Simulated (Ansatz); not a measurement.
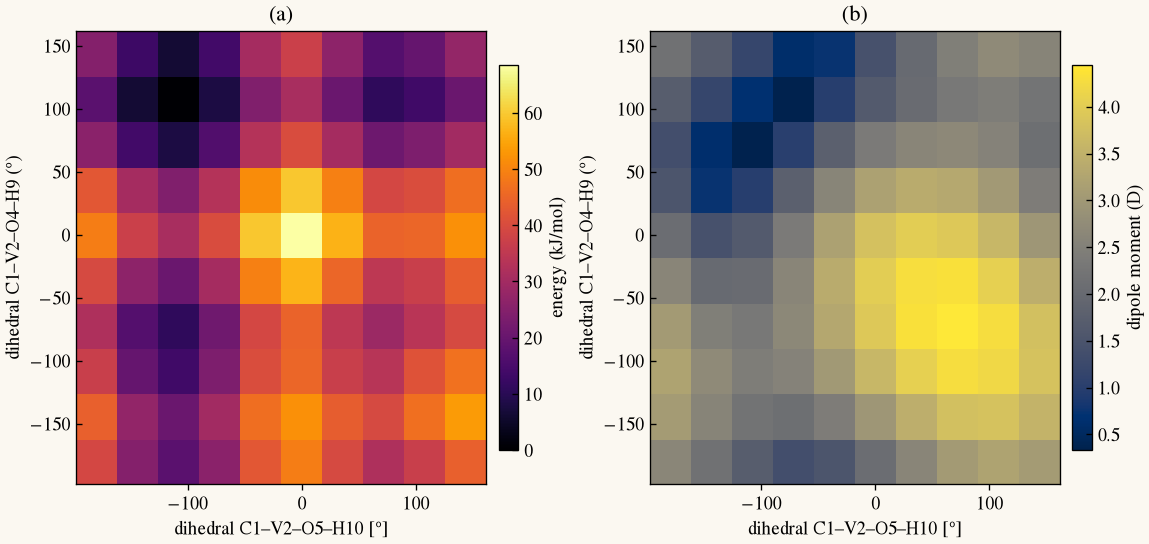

CH5O3V, SMILES [CH3][V](=[O])([OH])[OH]. 
- Coordinates scanned: (1) dihedral C1–V2–O5–H10; (2) dihedral C1–V2–O4–H9.
- Nothing is relaxed (all other coordinates rigid).
- The grid has 10 × 10 points.
- Points are written as (first, second).
- Energies: kJ/mol, counted from the lowest grid point.
- These are results of Ansatz 0.2.0, RKS PBE-D4/def2-SVP, not measurements.

Panel (a) is the energy; panel (b) is the computed dipole moment, in D.

The picture shows one coloured cell a grid point.

Question: How does the dipole moment vary over the map, and what is it at the lowest grid point?

Answer: Leaving out the highest fifth of the energies, it runs from 0.33 D at (−72°, 108°) to 4.45 D at (72°, −72°). At the lowest grid point, (−108°, 108°), it is 0.66 D.

```tsv
dihedral C1–V2–O4–H9 ↓, dihedral C1–V2–O5–H10 →	−180	−144	−108	−72	−36	0	36	72	108	144
144	2.16	1.69	1.18	0.60	0.75	1.43	2.00	2.46	2.70	2.58
108	1.71	1.18	0.66	0.33	0.98	1.63	2.03	2.32	2.43	2.22
72	1.38	0.61	0.33	1.00	1.77	2.36	2.61	2.67	2.54	2.11
36	1.52	0.75	0.98	1.77	2.60	3.19	3.38	3.31	3.02	2.41
0	2.06	1.43	1.62	2.36	3.19	3.80	4.00	3.93	3.61	2.96
−36	2.61	2.00	2.03	2.61	3.38	4.00	4.30	4.32	4.06	3.45
−72	3.04	2.46	2.32	2.66	3.31	3.93	4.32	4.45	4.28	3.76
−108	3.22	2.70	2.43	2.54	3.02	3.61	4.06	4.28	4.21	3.82
−144	3.06	2.58	2.21	2.11	2.41	2.96	3.45	3.76	3.82	3.55
−180	2.63	2.16	1.71	1.37	1.52	2.06	2.61	3.04	3.23	3.06
```
